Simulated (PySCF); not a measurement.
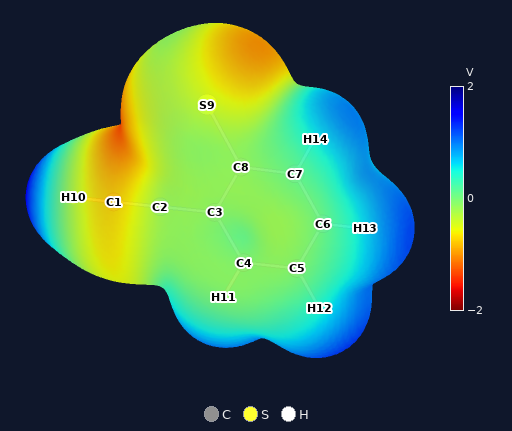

C8H5S (SMILES C#Cc1ccccc1[S]) (doublet). The electrostatic potential painted on the density surface at 0.002 e/bohr³, seen at a tilt; the colour scale runs from red (negative) to blue (positive).

Geometry: GFN2-xTB.

Computed with UKS B3LYP, pcH-1 on C H S, non-relativistic, mean-field spin-orbit, GIAO in PySCF 2.14.0, density-fitted response routines.

```xyz
14

C     3.2992   -0.3287    0.1315
C     2.1028   -0.2251    0.0820
C     0.6997   -0.1022    0.0242
C    -0.0996   -1.2337   -0.1198
C    -1.4754   -1.1192   -0.1786
C    -2.0765    0.1341   -0.0917
C    -1.3049    1.2648    0.0521
C     0.0917    1.1722    0.1116
S     1.0399    2.5926    0.2851
H     4.3440   -0.4114    0.1755
H     0.3752   -2.2018   -0.1858
H    -2.0850   -2.0032   -0.2917
H    -3.1518    0.2204   -0.1379
H    -1.7600    2.2409    0.1213
```

> Describe the electrostatic potential map.

The most negative region (about −1.3 V) lies over C1 and S9, the most positive (about +1.6 V) over H10.
